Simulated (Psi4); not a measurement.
Excited-state calculation of GaH2O (part 1 of 2)

- system: GaH2O, multiplicity 2, SMILES [O][GaH2]
- method: TDHF/6-311G, UHF (Psi4 1.11)

The geometry comes from this level: PBE0-D4/def2-TZVP.

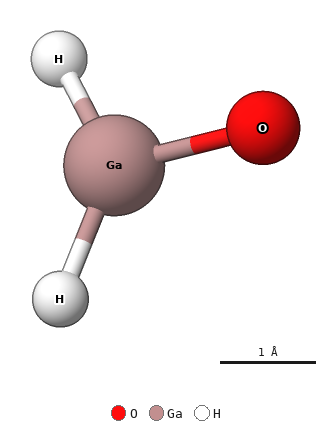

**Figure 1.** The structure as given in the input (ball-and-stick view, seen at a tilt). Sticks mark near contacts.

Input (run.py)
```python
import psi4

psi4.set_memory('1600 MB')
psi4.set_num_threads(1)
psi4.set_output_file('run.log', False)

molecule = psi4.geometry("""
0 2
O
Ga 1 1.794293
H 2 1.555674 1 114.9213
H 2 1.555771 3 130.15392 1 -179.99401
units angstrom
no_reorient
no_com
""")

psi4.set_options(dict(basis='6-311G', reference='uhf', scf_type='pk', save_jk=True, maxiter=100, mom_start=5))

from psi4.driver.procrouting.response.scf_response import tdscf_excitations
e, wfn = psi4.energy('scf', return_wfn=True)
states = tdscf_excitations(wfn, states=10, tda=False)
for k, s in enumerate(states, 1):
    print(f"root {k}: {s['EXCITATION ENERGY'] * 27.211386:.4f} eV  f = {s['OSCILLATOR STRENGTH (LEN)']:.4f}  {s['SYMMETRY']}")
print(f'total energy {e:.8f} hartree = {e * 27.211386:.5f} eV')
```

Run on 1 thread of Intel Xeon @ 2.50GHz (Skylake/Cascade Lake), 16 GiB of memory available, shared host.

Launch command:
```bash
python run.py
```

Output
```
h
    h
    h

    -----------------------------------------------------------------------

    Memory:     1.5 GiB
    Threads:    1
                ecpint, einsums, f̶o̶r̶t̶e̶, gauxc, gcp, g̶d̶m̶a̶, geometric, g̶p̶u̶_̶d̶f̶c̶c̶,
                i̶n̶t̶e̶g̶r̶a̶t̶o̶r̶x̶x̶, i̶p̶i̶, libefp, m̶d̶i̶, m̶p̶2̶d̶, m̶r̶c̶c̶, ooo,
                o̶p̶e̶n̶f̶e̶r̶m̶i̶o̶n̶p̶s̶i̶4̶, pcmsolver, p̶s̶i̶4̶f̶o̶c̶k̶c̶i̶, p̶s̶i̶x̶a̶s̶,
                p̶y̶e̶i̶n̶s̶u̶m̶s̶, r̶e̶s̶p̶, s̶i̶m̶i̶n̶t̶, s̶n̶s̶m̶p̶2̶,
                v̶2̶r̶d̶m̶_̶c̶a̶s̶s̶c̶f̶

   => Loading Basis Set <=

    Name: 6-311G
    Role: ORBITAL
    Keyword: BASIS

         ---------------------------------------------------------
                                   SCF
                              UHF Reference
                        1 Threads,   1525 MiB Core
         ---------------------------------------------------------

  ==> Geometry <==

    Molecular point group: c1
    Full point group: C1

    Geometry (in Angstrom), charge = 0, multiplicity = 2:

       Center              X                  Y                   Z               Mass
    ------------   -----------------  -----------------  -----------------  -----------------
         O           -0.000001441143    -0.000000558139    -1.479370581579    15.994914619570
         GA          -0.000001441143    -0.000000558139     0.314922418421    68.925573500000
         H           -0.000001441143    -1.410821752973     0.970441411648     1.007825032230
         H            0.000122873470     1.410868782396     0.970567972761     1.007825032230

  Running in c1 symmetry.

  Rotational constants: A =      4.20168  B =      0.38541  C =      0.35303 [cm^-1]
  Rotational constants: A = 125963.08525  B =  11554.23027  C =  10583.44171 [MHz]
  Nuclear repulsion =   97.412430699174195

  Charge       = 0
  Multiplicity = 2
  Electrons    = 41
  Nalpha       = 21
  Nbeta        = 20

  ==> Algorithm <==

  SCF Algorithm Type is PK.
  DIIS enabled.
  MOM enabled.
  Fractional occupation disabled.
  Guess Type is SAD.
  Energy threshold   = 1.00e-06
  Density threshold  = 1.00e-06
  Integral threshold = 1.00e-12

  ==> Primary Basis <==

  Basis Set: 6-311G
    Blend: 6-311G
    Number of shells: 30
    Number of basis functions: 58
    Number of Cartesian functions: 60
    Spherical Harmonics?: true
    Max angular momentum: 2

  ==> Integral Setup <==

  Using in-core PK algorithm.
   Calculation information:
      Number of atoms:                   4
      Number of AO shells:              30
      Number of primitives:             59
      Number of atomic orbitals:        60
      Number of basis functions:        58

      Integral cutoff                 1.00e-12
      Number of threads:                 1

  Performing in-core PK
  Using 2929232 doubles for integral storage.
  We computed 98115 shell quartets total.
  Whereas there are 108345 unique shell quartets.

  ==> DiskJK: Disk-Based J/K Matrices <==

    J tasked:                  Yes
    K tasked:                  Yes
    wK tasked:                  No
    Memory [MiB]:             1144
    Schwarz Cutoff:          1E-12

  Minimum eigenvalue in the overlap matrix is 1.5101877448E-02.
  Reciprocal condition number of the overlap matrix is 3.6641641748E-03.
    Using symmetric orthogonalization.

  ==> Pre-Iterations <==

  SCF Guess: Superposition of Atomic Densities via on-the-fly atomic UHF (no occupation information).

   -------------------------
    Irrep   Nso     Nmo
   -------------------------
     A         58      58
   -------------------------
    Total      58      58
   -------------------------

  ==> Iterations <==

                        Total Energy        Delta E     RMS |[F,P]|

   @UHF iter SAD: -1994.42846857771883   -1.99443e+03   0.00000e+00
   @UHF iter   1: -1997.44866129378215   -3.02019e+00   5.49581e-02 ADIIS/DIIS
   @UHF iter   2: -1996.96348023467817    4.85181e-01   6.99695e-02 ADIIS/DIIS
   @UHF iter   3: -1999.16556523215013   -2.20208e+00   2.15429e-03 ADIIS/DIIS
   @UHF iter   4: -1999.18306300997824   -1.74978e-02   8.28546e-04 ADIIS/DIIS
   @UHF iter   5: -1999.18509096432012   -2.02795e-03   3.28535e-04 ADIIS/DIIS/MOM
   @UHF iter   6: -1999.18560298614079   -5.12022e-04   1.14865e-04 ADIIS/DIIS/MOM
   @UHF iter   7: -1999.18568178102350   -7.87949e-05   6.03837e-05 DIIS/MOM
   @UHF iter   8: -1999.18571455364440   -3.27726e-05   1.97014e-05 DIIS/MOM
   @UHF iter   9: -1999.18571799944152   -3.44580e-06   5.48404e-06 DIIS/MOM
   @UHF iter  10: -1999.18571820241550   -2.02974e-07   1.55129e-06 DIIS/MOM
   @UHF iter  11: -1999.18571821608430   -1.36688e-08   4.09047e-07 DIIS/MOM
  Energy and wave function converged.

  ==> Post-Iterations <==

   @Spin Contamination Metric:   8.432695744E-03
   @S^2 Expected:                7.500000000E-01
   @S^2 Observed:                7.584326957E-01
   @S   Expected:                5.000000000E-01
   @S   Observed:                5.000000000E-01

    Orbital Energies [Eh]
    ---------------------

    Alpha Occupied:

       1A   -378.837323     2A    -48.188283     3A    -42.518437
       4A    -42.515288     5A    -42.515167     6A    -20.585348
       7A     -6.417834     8A     -4.514673     9A     -4.510183
      10A     -4.509323    11A     -1.333100    12A     -1.222112
      13A     -1.220992    14A     -1.219140    15A     -1.217046
      16A     -1.197978    17A     -0.623007    18A     -0.613450
      19A     -0.523398    20A     -0.507608    21A     -0.453725

    Alpha Virtual:

      22A      0.034386    23A      0.092129    24A      0.114667
      25A      0.138508    26A      0.183615    27A      0.220285
      28A      0.272288    29A      0.317244    30A      0.505651
      31A      0.534647    32A      0.797988    33A      0.815339
      34A      0.830707    35A      1.028601    36A      1.075283
      37A      1.116266    38A      1.393356    39A      1.900376
      40A      1.961562    41A      2.021321    42A      2.057163
      43A      2.244191    44A      2.706472    45A      2.730145
      46A      4.153494    47A      4.227813    48A      4.243606
      49A      5.273833    50A      5.309361    51A      5.326173
      52A      5.488220    53A     41.711020    54A     51.403711
      55A    210.876281    56A    210.936752    57A    210.953297
      58A    793.015024

    Beta Occupied:

       1A   -378.837629     2A    -48.187997     3A    -42.518404
       4A    -42.514941     5A    -42.514734     6A    -20.544854
       7A     -6.417834     8A     -4.514823     9A     -4.510054
      10A     -4.508476    11A     -1.245237    12A     -1.222279
      13A     -1.219873    14A     -1.218965    15A     -1.212447
      16A     -1.117337    17A     -0.604997    18A     -0.466619
      19A     -0.461518    20A     -0.459589

    Beta Virtual:

      21A      0.035959    22A      0.082223    23A      0.095066
      24A      0.141847    25A      0.142478    26A      0.181565
      27A      0.221217    28A      0.321475    29A      0.323620
      30A      0.508356    31A      0.544935    32A      0.795575
      33A      0.818094    34A      0.831687    35A      1.055386
      36A      1.143229    37A      1.227525    38A      1.436649
      39A      1.898269    40A      1.958637    41A      2.020180
      42A      2.058593    43A      2.247623    44A      2.709347
      45A      2.733054    46A      4.152668    47A      4.228591
      48A      4.244118    49A      5.276161    50A      5.356171
      51A      5.441651    52A      5.513019    53A     41.710852
      54A     51.427057    55A    210.876148    56A    210.936690
      57A    210.953026    58A    793.014811

    Final Occupation by Irrep:
              A
    DOCC [    20 ]
    SOCC [     1 ]
    NA   [    21 ]
    NB   [    20 ]

  @UHF Final Energy: -1999.18571821608430

   => Energetics <=

    Nuclear Repulsion Energy =             97.4124306991741946
    One-Electron Energy =               -2983.6542825344386074
    Two-Electron Energy =                 887.0561336191798318
    Total Energy =                      -1999.1857182160842967

  UHF NO Occupations:
  HONO-2 :   19  A 1.9983795
  HONO-1 :   20  A 1.9981123
  HONO-0 :   21  A 1.0000000
  LUNO+0 :   22  A 0.0018877
  LUNO+1 :   23  A 0.0016205
  LUNO+2 :   24  A 0.0003584
  LUNO+3 :   25  A 0.0003032

Computation Completed

Properties will be evaluated at   0.000000,   0.000000,   0.000000 [a0]

Properties computed using the SCF density matrix

 Multipole Moments:

 ------------------------------------------------------------------------------------
     Multipole            Electronic (a.u.)      Nuclear  (a.u.)        Total (a.u.)
 ------------------------------------------------------------------------------------

 L = 1.  Multiply by 2.5417464519 to convert [e a0] to [Debye]
 Dipole X            :         -0.0002021            0.0001233           -0.0000789
 Dipole Y            :         -0.0000770            0.0000477           -0.0000293
 Dipole Z            :          1.2463570           -0.2482350            0.9981220
 Magnitude           :                                                    0.9981220

 ------------------------------------------------------------------------------------

	total time  =          1 seconds =       0.02 minutes

******************************************************************************************
**********                               WARNING                                **********
**********       The names of excited state variables changed between 1.5       **********
**********     and 1.6. For a quick solution, remove the symmetry specifier     **********
**********   from the variable name. For full details, see 'Notes on Psivars'   **********
**********                        in the documentation.                         **********
******************************************************************************************

         ---------------------------------------------------------
                         TDSCF excitation energies
         ---------------------------------------------------------

  ==> Options <==
```
